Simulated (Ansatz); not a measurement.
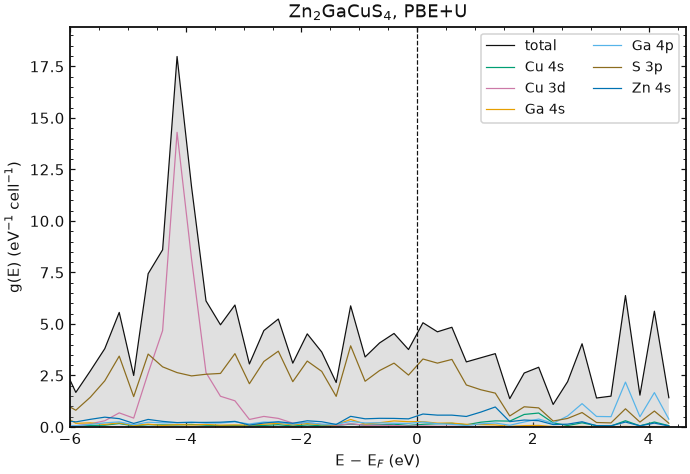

Density of states. Energies are counted from the Fermi level. The partial curves are projected on Löwdin-orthogonalised atomic shells.

System: Zn₂GaCuS₄ (amorphous cell), 8 atoms in the cell.

```cif
data_structure
_symmetry_space_group_name_H-M 'P 1'
_symmetry_Int_Tables_number 1
_cell_length_a 5.4555
_cell_length_b 5.5108
_cell_length_c 5.2276
_cell_angle_alpha 90.938
_cell_angle_beta 90.729
_cell_angle_gamma 86.221
_cell_volume 156.79
loop_
_atom_site_label
_atom_site_type_symbol
_atom_site_fract_x
_atom_site_fract_y
_atom_site_fract_z
_atom_site_occupancy
Zn1 Zn 0.65555 0.67950 0.55030 1
Zn2 Zn 0.21428 0.46102 0.42029 1
Ga1 Ga 0.35271 0.01456 0.12140 1
Cu1 Cu 0.99442 0.40470 0.91646 1
S1 S 0.05547 0.94549 0.52277 1
S2 S 0.83676 0.87167 0.08114 1
S3 S 0.49654 0.52321 0.00541 1
S4 S 0.61205 0.15171 0.70895 1
```

Method: DFT with PBE, PAW plane waves, Ueff = 5.82 eV on Cu d, spin-polarised, 4×4×4 k mesh, 420 eV cutoff, Methfessel-Paxton smearing of 0.13 eV (Ansatz).

Metal or insulator, and how many states lie at the Fermi level?

Answer. It is a metal. The density of states at the Fermi level is about 4.4 per eV and cell (mean within 0.25 eV), or 0.55 per atom.

Where is the centre of the Cu 3d band?

Answer. Over the range shown, the centre of the Cu 3d weight lies 3.9 eV below the Fermi level, and the shell is essentially full.

Where is the tallest peak in the window, and which states make it?

Answer. The tallest peak in the window is at −4.2 eV; by projected weight it is Cu 3d (80 %) and S 3p (15 %).

The atoms aren't at rest in this cell (largest force 1.4 eV/Å), so the relaxed material can differ. The run started without moments.
